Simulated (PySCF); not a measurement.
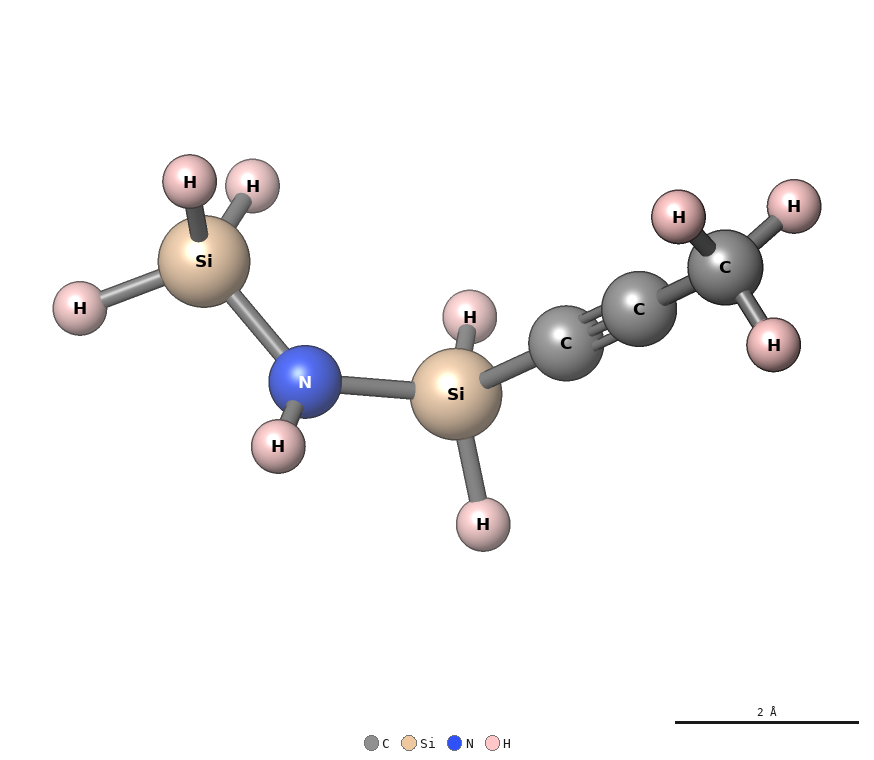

Distant atoms are faded towards the background colour. Computed geometry: PBE0-D3(BJ)/def2-SVP optimisation. No frequency run is at hand to confirm it as a minimum. Masses are those of the most abundant isotopes; constants are for the rigid equilibrium geometry.

Question: What kind of rotor is it, and what are its rotational constants in MHz?

Answer: An asymmetric top (C1): A = 4695, B = 859, C = 762 MHz. Ray's parameter κ is −0.95, close to the prolate limit.
